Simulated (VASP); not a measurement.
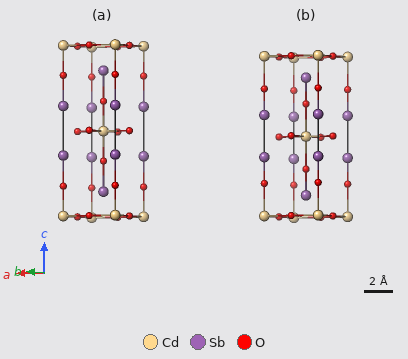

The structure of a crystal of CdSb2O4 (a generated structure, set up in I4/mmm) before (left) and after (right) a relaxation, at one scale.

The picture is a ball-and-stick view of the conventional cell (2 times the calculation's cell), seen from a free direction. Lengths and directions refer to the drawn axes.

The run lets cell and atoms move.

Theory: VASP 6.6.1, Kohn-Sham DFT of a periodic cell, PBE, VASP PAW PBE potentials, recommended.

Input
```
SYSTEM = CdSb2O4
PREC = Normal
ENCUT = 520
EDIFF = 1E-4
ISMEAR = 0
SIGMA = 0.15
LREAL = .False.
LASPH = .True.
NELM = 60
ALGO = Fast
ISIF = 3
LWAVE = .False.
LCHARG = .False.
GGA = PE
IBRION = 2
NSW = 24
EDIFFG = -0.08
KPAR = 4
```

Run as
```bash
cat potpaw_PBE.64/Cd/POTCAR potpaw_PBE.64/Sb/POTCAR potpaw_PBE.64/O/POTCAR > POTCAR
mpirun -np 4 vasp_std > vasp.out
```

> What changed between the two?

After 12 geometry steps the energy has fallen by 1.593 eV per cell of the calculation. Largest force component: 3.5 eV/Å at the start, 0.016 eV/Å at the end. Pressure: −5.61 GPa at the start and −0.38 GPa at the end. The largest moves relative to the cell, 0.34 Å, are those of O atoms. By element the largest moves are O 0.34 Å, Sb 0.15 Å. Cd stays in place. The volume changes by +0.7 %, with a = b 4.300 → 4.457 Å (+3.7 %), c 12.400 → 11.617 Å (−6.3 %). Near-neighbour distances that change, for instance: O–Sb 2.232 → 1.905 Å, Cd–O 2.170 → 2.373 Å, Cd–O 2.150 → 2.229 Å. The space group stays I4/mmm (No. 139). It ran on 4 threads of Intel(R) Xeon(R) Platinum 8259CL CPU @ 2.50GHz (Skylake/Cascade Lake), with other jobs on the host.
